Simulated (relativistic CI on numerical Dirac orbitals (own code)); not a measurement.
# Pt³⁶⁺: one ion under different settings

How much do the settings matter for Pt³⁶⁺? One ion, several inputs.

The numbers are computed with relativistic CI on numerical Dirac orbitals (own code) version 3 (Dirac-Coulomb-Breit CI, KLI orbitals optimised for each configuration, model QED (radiative potential, 1s self-energy scaled to tabulated hydrogen-like ionisation energies), numerical settings as typed), except any that are marked as measured or tabulated.

### Step 1. Starting point

* ion: Pt³⁶⁺ (Pt XXXVII)
* nuclear charge: 78
* electrons: 42
* isotope: A = 195

### Step 2. A try

Input settings:

```ini
atom Pt  Z=78  charge=36  electrons=42
nucleus A=195  rms_radius_fm=5.4270
hamiltonian dirac-coulomb  breit=on  qed=on  c_scale=0.4
orbitals kli  potential=per-configuration
slater_scale 1
correlation none
mixing on
grid step=0.0125 r_max=4
scf mixing=0.4 start=green max_iterations=96 tolerance=2e-08 node_fill=0.05
configurations
  [Kr] 4d6
  [Ar] 3d10 4s2 4p5 4d7
end
```

Run with:

```bash
$ python run_levels.py task.json out
```

The settings of every run stand in task.json; they run in order.

Results of the run (chosen fields of its result record, rounded):

```text
{
  "status": "not_converged",
  "warnings": ["SCF of 1s2 2s2 2p6 3s2 3p6 3d10 4s2 4p6 4d6 stopped: an orbital could not be found"],
  "scf_steps of the first configuration [iteration, E_Ha, residual, outer_eigenvalue_Ha]": [
    [0, "-", "-", "1s not found"]
  ]
}
```

It took 0.0028 s on 1 thread, shared host.

Cause: the run ended without a result. During the SCF the search lost an orbital: no solution with the right number of nodes was found in that cycle's potential. The input had speed-of-light factor 0.4. The cure is to restore the usual settings.

### Step 3. With the usual settings

Input settings:

```ini
atom Pt  Z=78  charge=36  electrons=42
nucleus A=195  rms_radius_fm=5.4270
hamiltonian dirac-coulomb  breit=on  qed=on  c_scale=1
orbitals kli  potential=per-configuration
slater_scale 1
correlation none
mixing on
grid step=0.0125 r_max=4
scf mixing=0.4 start=green max_iterations=150 tolerance=2e-08 node_fill=0.05
configurations
  [Kr] 4d6
  [Ar] 3d10 4s2 4p5 4d7
end
```

Result record:

```text
{
  "status": "converged",
  "levels [i, E_cm, J2, conf, term, w_term, w_jj]": [
    [0, 0, 8, "4p6 4d6", "3F", 0.3923, 0.9595],
    [1, 27083.882, 4, "4p6 4d6", "3P", 0.4068, 0.9569],
    [2, 85149.172, 0, "4p6 4d6", "3P", 0.5019, 0.8732],
    [3, 158228.59, 6, "4p6 4d6", "5D", 0.6688, 0.9578],
    [4, 167170.89, 8, "4p6 4d6", "5D", 0.4269, 0.9513],
    [5, 175223.32, 2, "4p6 4d6", "5D", 0.5179, 0.9621],
    [6, 197236.61, 10, "4p6 4d6", "3G", 0.5997, 0.9983],
    [7, 198727.48, 12, "4p6 4d6", "3H", 0.6801, 0.993],
    [8, 220337.07, 4, "4p6 4d6", "3F", 0.492, 0.953],
    [9, 224749.17, 6, "4p6 4d6", "3D", 0.2971, 0.9739],
    [10, 259254.18, 0, "4p6 4d6", "3P", 0.7323, 0.8404],
    [11, 270586.82, 4, "4p6 4d6", "3D", 0.3609, 0.8632],
    [12, 270663.61, 2, "4p6 4d6", "3P", 0.5854, 0.954],
    [13, 271854.68, 8, "4p6 4d6", "1G", 0.4012, 0.9371],
    "... 16 more rows left out ..."
  ],
  "total_energy [Ha]": -17659.174675,
  "n_levels_all": 144,
  "overlap": 1.91991e-11,
  "scf_iterations": [10, 10],
  "orbital_energies [Ha]": {"1s": -2930.31, "2s": -561.195, "2p1/2": -540.179, "2p3/2": -476.824, "3s": -174.326, "3p1/2": -165.041, "3p3/2": -150.83, "3d3/2": -135.574, "3d5/2": -132.506, "4s": -75.3132, "4p1/2": -71.2914, "4p3/2": -67.0724, "4d3/2": -60.5801, "4d5/2": -59.6952},
  "configurations [conf, odd, states, E_av_Ha, breit_Ha, qed_Ha]": [
    ["4p6 4d6", 0, 210, -17692.29905, 20.48, 14.17],
    ["4p5 4d7", 1, 720, -17683.3735, 20.44, 14.16]
  ],
  "scf_steps of the first configuration [iteration, E_Ha, residual, outer_eigenvalue_Ha]": [
    [1, -17460.86582, 7.17, -98.1],
    [2, -17625.70007, 3.91, -78.71],
    [3, -17692.0257, 0.203, -59.86],
    [4, -17692.22818, 0.133, -60.37],
    [5, -17692.29891, 0.00119, -59.69],
    [6, -17692.29904, 0.000282, -59.7],
    [7, -17692.29905, 2.55e-05, -59.7],
    [8, -17692.29905, 1.21e-06, -59.7],
    [9, -17692.29905, 1.13e-06, -59.7],
    [10, -17692.29905, 5.27e-09, -59.7]
  ]
}
```

Run time: 0.18 s. Hardware: 1 thread, shared host.

### Step 4. Tolerance 1e-05

Settings: those of step 3 with these lines changed.

```diff
@@ -8,3 +8,3 @@
 grid step=0.0125 r_max=4
-scf mixing=0.4 start=green max_iterations=150 tolerance=2e-08 node_fill=0.05
+scf mixing=0.4 start=green max_iterations=150 tolerance=1e-05 node_fill=0.05
 configurations
```

Result record:

```text
{
  "status": "converged",
  "levels [i, E_cm, J2, conf, term, w_term]": [
    [0, 0, 8, "4p6 4d6", "3F", 0.3923],
    [1, 27083.88, 4, "4p6 4d6", "3P", 0.4068],
    [2, 85149.169, 0, "4p6 4d6", "3P", 0.5019],
    [3, 158228.59, 6, "4p6 4d6", "5D", 0.6688],
    [4, 167170.9, 8, "4p6 4d6", "5D", 0.4269],
    [5, 175223.33, 2, "4p6 4d6", "5D", 0.5179],
    [6, 197236.61, 10, "4p6 4d6", "3G", 0.5997],
    [7, 198727.48, 12, "4p6 4d6", "3H", 0.6801],
    "... 22 more rows left out ..."
  ],
  "total_energy [Ha]": -17659.174676,
  "n_levels_all": 144,
  "overlap": 1.92033e-11,
  "scf_iterations": [8, 8],
  "orbital_energies [Ha]": {"1s": -2930.31, "2s": -561.195, "2p1/2": -540.179, "2p3/2": -476.824, "3s": -174.326, "3p1/2": -165.041, "3p3/2": -150.83, "3d3/2": -135.574, "3d5/2": -132.506, "4s": -75.3132, "4p1/2": -71.2914, "4p3/2": -67.0724, "4d3/2": -60.5801, "4d5/2": -59.6952},
  "configurations [conf, odd, states, E_av_Ha, breit_Ha, qed_Ha]": [
    ["4p6 4d6", 0, 210, -17692.29905, 20.48, 14.17],
    ["4p5 4d7", 1, 720, -17683.3735, 20.44, 14.16]
  ],
  "scf_steps of the first configuration [iteration, E_Ha, residual, outer_eigenvalue_Ha]": [
    [1, -17460.86582, 7.17, -98.1],
    [2, -17625.70007, 3.91, -78.71],
    [3, -17692.0257, 0.203, -59.86],
    [4, -17692.22818, 0.133, -60.37],
    [5, -17692.29891, 0.00119, -59.69],
    [6, -17692.29904, 0.000282, -59.7],
    [7, -17692.29905, 2.55e-05, -59.7],
    [8, -17692.29905, 1.21e-06, -59.7]
  ]
}
```

Wall time 0.17 s (1 thread, shared host).

### Step 5. Grid step 0.008, QED terms off

Input settings:

```ini
atom Pt  Z=78  charge=36  electrons=42
nucleus A=195  rms_radius_fm=5.4270
hamiltonian dirac-coulomb  breit=on  qed=off  c_scale=1
orbitals kli  potential=per-configuration
slater_scale 1
correlation none
mixing on
grid step=0.008 r_max=4
scf mixing=0.4 start=green max_iterations=150 tolerance=2e-08 node_fill=0.05
configurations
  [Kr] 4d6
  [Ar] 3d10 4s2 4p5 4d7
end
```

Result record:

```text
{
  "status": "converged",
  "levels [i, E_cm, J2, conf, term, w_term]": [
    [0, 0, 8, "4p6 4d6", "3F", 0.3921],
    [1, 27082.452, 4, "4p6 4d6", "3P", 0.407],
    [2, 85099.236, 0, "4p6 4d6", "3P", 0.5015],
    [3, 157764.44, 6, "4p6 4d6", "5D", 0.6692],
    [4, 166734.56, 8, "4p6 4d6", "5D", 0.4267],
    [5, 174757.38, 2, "4p6 4d6", "5D", 0.5183],
    [6, 196792.5, 10, "4p6 4d6", "3G", 0.5996],
    [7, 198280.92, 12, "4p6 4d6", "3H", 0.6802],
    "... 22 more rows left out ..."
  ],
  "total_energy [Ha]": -17673.336777,
  "n_levels_all": 144,
  "overlap": 1.29797e-12,
  "scf_iterations": [10, 10],
  "orbital_energies [Ha]": {"1s": -2930.31, "2s": -561.195, "2p1/2": -540.179, "2p3/2": -476.824, "3s": -174.326, "3p1/2": -165.041, "3p3/2": -150.83, "3d3/2": -135.574, "3d5/2": -132.506, "4s": -75.3132, "4p1/2": -71.2914, "4p3/2": -67.0724, "4d3/2": -60.5801, "4d5/2": -59.6952},
  "configurations [conf, odd, states, E_av_Ha, breit_Ha, qed_Ha]": [
    ["4p6 4d6", 0, 210, -17692.29919, 20.48, 0],
    ["4p5 4d7", 1, 720, -17683.37364, 20.44, 0]
  ],
  "scf_steps of the first configuration [iteration, E_Ha, residual, outer_eigenvalue_Ha]": [
    [1, -17460.86595, 7.17, -98.1],
    [2, -17625.70021, 3.91, -78.71],
    [3, -17692.02574, 0.204, -59.86],
    [4, -17692.22846, 0.133, -60.37],
    [5, -17692.29905, 0.00124, -59.69],
    [6, -17692.29918, 0.000249, -59.7],
    [7, -17692.29919, 2.39e-05, -59.7],
    [8, -17692.29919, 1.17e-06, -59.7],
    [9, -17692.29919, 1.05e-06, -59.7],
    [10, -17692.29919, 5.17e-09, -59.7]
  ]
}
```

Run time: 0.21 s. Hardware: 1 thread, shared host.

### Step 6. Potential mixing 0.05, tolerance 1e-10, node fill 0.2

Input settings:

```ini
atom Pt  Z=78  charge=36  electrons=42
nucleus A=195  rms_radius_fm=5.4270
hamiltonian dirac-coulomb  breit=on  qed=on  c_scale=1
orbitals kli  potential=per-configuration
slater_scale 1
correlation none
mixing on
grid step=0.0125 r_max=4
scf mixing=0.05 start=green max_iterations=150 tolerance=1e-10 node_fill=0.2
configurations
  [Kr] 4d6
  [Ar] 3d10 4s2 4p5 4d7
end
```

Result record:

```text
{
  "status": "converged",
  "levels [i, E_cm, J2, conf, term, w_term]": [
    [0, 0, 8, "4p6 4d6", "3F", 0.3925],
    [1, 27047.483, 4, "4p6 4d6", "3P", 0.4067],
    [2, 85089.362, 0, "4p6 4d6", "3P", 0.5023],
    [3, 158529.73, 6, "4p6 4d6", "5D", 0.6683],
    [4, 167432.65, 8, "4p6 4d6", "5D", 0.4272],
    [5, 175503.73, 2, "4p6 4d6", "5D", 0.5174],
    [6, 197470.87, 10, "4p6 4d6", "3G", 0.5998],
    [7, 198966.65, 12, "4p6 4d6", "3H", 0.6799],
    "... 22 more rows left out ..."
  ],
  "total_energy [Ha]": -17659.199036,
  "n_levels_all": 144,
  "overlap": 1.80455e-11,
  "scf_iterations": [14, 14],
  "orbital_energies [Ha]": {"1s": -2928.64, "2s": -560.362, "2p1/2": -539.247, "2p3/2": -475.975, "3s": -173.958, "3p1/2": -164.645, "3p3/2": -150.468, "3d3/2": -135.174, "3d5/2": -132.118, "4s": -75.2053, "4p1/2": -71.1738, "4p3/2": -66.9706, "4d3/2": -60.4661, "4d5/2": -59.5863},
  "configurations [conf, odd, states, E_av_Ha, breit_Ha, qed_Ha]": [
    ["4p6 4d6", 0, 210, -17692.29208, 20.46, 14.16],
    ["4p5 4d7", 1, 720, -17683.36645, 20.41, 14.15]
  ],
  "scf_steps of the first configuration [iteration, E_Ha, residual, outer_eigenvalue_Ha]": [
    [1, -17460.86582, 7.21, -98.1],
    [2, -17486.06333, 6.82, -95.52],
    [3, -17691.16233, 0.397, -59.79],
    [4, -17692.24017, 0.212, -61.39],
    [5, -17692.2614, 0.0528, -59.34],
    [6, -17692.29168, 0.00253, -59.59],
    [7, -17692.29212, 0.000948, -59.59],
    [8, -17692.29212, 0.000157, -59.59],
    [9, -17692.29209, 4.24e-05, -59.59],
    [10, -17692.29207, 1.13e-05, -59.59],
    [11, -17692.29208, 5.15e-07, -59.59],
    [12, -17692.29208, 5.12e-09, -59.59],
    [13, -17692.29208, 4.63e-09, -59.59],
    [14, -17692.29208, 1.8e-11, -59.59]
  ]
}
```

Wall time 0.21 s (1 thread, shared host).

### Step 7. Tolerance 1e-06

Settings: those of step 6 with these lines changed.

```diff
@@ -8,3 +8,3 @@
 grid step=0.0125 r_max=4
-scf mixing=0.05 start=green max_iterations=150 tolerance=1e-10 node_fill=0.2
+scf mixing=0.4 start=green max_iterations=150 tolerance=1e-06 node_fill=0.05
 configurations
```

Result record:

```text
{
  "status": "converged",
  "levels [i, E_cm, J2, conf, term, w_term]": [
    [0, 0, 8, "4p6 4d6", "3F", 0.3923],
    [1, 27083.882, 4, "4p6 4d6", "3P", 0.4068],
    [2, 85149.172, 0, "4p6 4d6", "3P", 0.5019],
    [3, 158228.59, 6, "4p6 4d6", "5D", 0.6688],
    [4, 167170.89, 8, "4p6 4d6", "5D", 0.4269],
    [5, 175223.32, 2, "4p6 4d6", "5D", 0.5179],
    [6, 197236.61, 10, "4p6 4d6", "3G", 0.5997],
    [7, 198727.48, 12, "4p6 4d6", "3H", 0.6801],
    "... 22 more rows left out ..."
  ],
  "total_energy [Ha]": -17659.174675,
  "n_levels_all": 144,
  "overlap": 1.91991e-11,
  "scf_iterations": [10, 8],
  "orbital_energies [Ha]": {"1s": -2930.31, "2s": -561.195, "2p1/2": -540.179, "2p3/2": -476.824, "3s": -174.326, "3p1/2": -165.041, "3p3/2": -150.83, "3d3/2": -135.574, "3d5/2": -132.506, "4s": -75.3132, "4p1/2": -71.2914, "4p3/2": -67.0724, "4d3/2": -60.5801, "4d5/2": -59.6952},
  "configurations [conf, odd, states, E_av_Ha, breit_Ha, qed_Ha]": [
    ["4p6 4d6", 0, 210, -17692.29905, 20.48, 14.17],
    ["4p5 4d7", 1, 720, -17683.3735, 20.44, 14.16]
  ],
  "scf_steps of the first configuration [iteration, E_Ha, residual, outer_eigenvalue_Ha]": [
    [1, -17460.86582, 7.17, -98.1],
    [2, -17625.70007, 3.91, -78.71],
    [3, -17692.0257, 0.203, -59.86],
    [4, -17692.22818, 0.133, -60.37],
    [5, -17692.29891, 0.00119, -59.69],
    [6, -17692.29904, 0.000282, -59.7],
    [7, -17692.29905, 2.55e-05, -59.7],
    [8, -17692.29905, 1.21e-06, -59.7],
    [9, -17692.29905, 1.13e-06, -59.7],
    [10, -17692.29905, 5.27e-09, -59.7]
  ]
}
```

Wall time 0.17 s (1 thread, shared host).

### Step 8. Potential mixing 0.001

Settings: those of step 7 with these lines changed.

```diff
@@ -8,3 +8,3 @@
 grid step=0.0125 r_max=4
-scf mixing=0.4 start=green max_iterations=150 tolerance=1e-06 node_fill=0.05
+scf mixing=0.001 start=green max_iterations=56 tolerance=2e-08 node_fill=0.05
 configurations
```

Result record:

```text
{
  "status": "converged",
  "levels [i, E_cm, J2, conf, term, w_term]": [
    [0, 0, 8, "4p6 4d6", "3F", 0.3923],
    [1, 27083.882, 4, "4p6 4d6", "3P", 0.4068],
    [2, 85149.172, 0, "4p6 4d6", "3P", 0.5019],
    [3, 158228.59, 6, "4p6 4d6", "5D", 0.6688],
    [4, 167170.89, 8, "4p6 4d6", "5D", 0.4269],
    [5, 175223.32, 2, "4p6 4d6", "5D", 0.5179],
    [6, 197236.61, 10, "4p6 4d6", "3G", 0.5997],
    [7, 198727.48, 12, "4p6 4d6", "3H", 0.6801],
    "... 22 more rows left out ..."
  ],
  "total_energy [Ha]": -17659.174675,
  "n_levels_all": 144,
  "overlap": 1.91994e-11,
  "scf_iterations": [14, 14],
  "orbital_energies [Ha]": {"1s": -2930.31, "2s": -561.195, "2p1/2": -540.179, "2p3/2": -476.824, "3s": -174.326, "3p1/2": -165.041, "3p3/2": -150.83, "3d3/2": -135.574, "3d5/2": -132.506, "4s": -75.3132, "4p1/2": -71.2914, "4p3/2": -67.0724, "4d3/2": -60.5801, "4d5/2": -59.6952},
  "configurations [conf, odd, states, E_av_Ha, breit_Ha, qed_Ha]": [
    ["4p6 4d6", 0, 210, -17692.29905, 20.48, 14.17],
    ["4p5 4d7", 1, 720, -17683.3735, 20.44, 14.16]
  ],
  "scf_steps of the first configuration [iteration, E_Ha, residual, outer_eigenvalue_Ha]": [
    [1, -17460.86582, 7.17, -98.1],
    [2, -17461.37817, 7.16, -98.05],
    [3, -17691.24309, 0.418, -59.91],
    [4, -17692.02138, 0.189, -60.85],
    [5, -17692.19755, 0.267, -61.96],
    [6, -17692.29858, 0.00332, -59.7],
    [7, -17692.29867, 0.00283, -59.7],
    [8, -17692.29908, 0.00158, -59.7],
    [9, -17692.29904, 0.000189, -59.7],
    [10, -17692.29904, 0.000195, -59.7],
    [11, -17692.29905, 2.44e-06, -59.7],
    [12, -17692.29905, 2.77e-06, -59.7],
    [13, -17692.29905, 2.14e-07, -59.7],
    [14, -17692.29905, 4.84e-09, -59.7]
  ]
}
```

Run time: 0.21 s. Hardware: 1 thread, shared host.

The value lies outside the usual range, yet the result is unchanged in this case.

### Step 9. Comparison

| setting | total energy less usual (Ha) | largest shift of a level among the lowest eight of both runs, same label and place (cm⁻¹) | SCF iterations | time | lowest level | kind of change |
| --- | --- | --- | --- | --- | --- | --- |
| usual | 0 | 0 | 20 | 0.18 s | 4d6 [4d5/2^2] J=4 | - |
| tolerance 1e-05 | -3.33e-07 | 0.00894 | 16 | 0.17 s | 4d6 [4d5/2^2] J=4 | numerical |
| grid step 0.008, QED terms off | -14.2 | 466 | 20 | 0.21 s | 4d6 [4d5/2^2] J=4 | model term |
| potential mixing 0.05, tolerance 1e-10, node fill 0.2 | -0.0244 | 301 | 28 | 0.21 s | 4d6 [4d5/2^2] J=4 | numerical |
| tolerance 1e-06 | 0 | 0 | 18 | 0.17 s | 4d6 [4d5/2^2] J=4 | numerical |
| potential mixing 0.001 | 0 | 0 | 28 | 0.21 s | 4d6 [4d5/2^2] J=4 | extreme, harmless here |

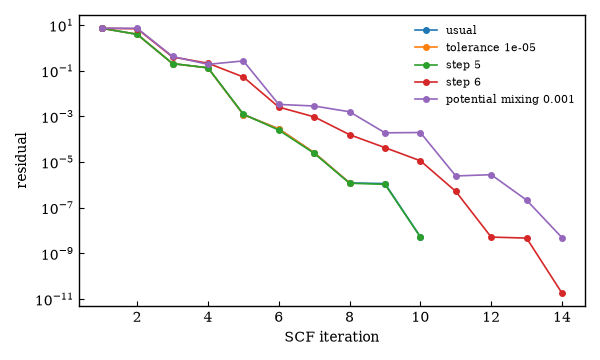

Residual of the first configuration's SCF.

### Step 10. What came out

| quantity | value |
| --- | --- |
| lowest level, usual settings | 4d6 [4d5/2^2] J=4 |
| total energy | -17659.1747 Ha |
| first excitation | 27084 cm⁻¹ |
| runs without a result | 1 |

In words: Among the runs whose levels can be followed, they move most under «grid step 0.008, QED terms off» (model term), by up to 466 cm⁻¹. No visible change in the result comes from «tolerance 1e-05» or «tolerance 1e-06» or «potential mixing 0.001». Only the listed configurations are in the model.
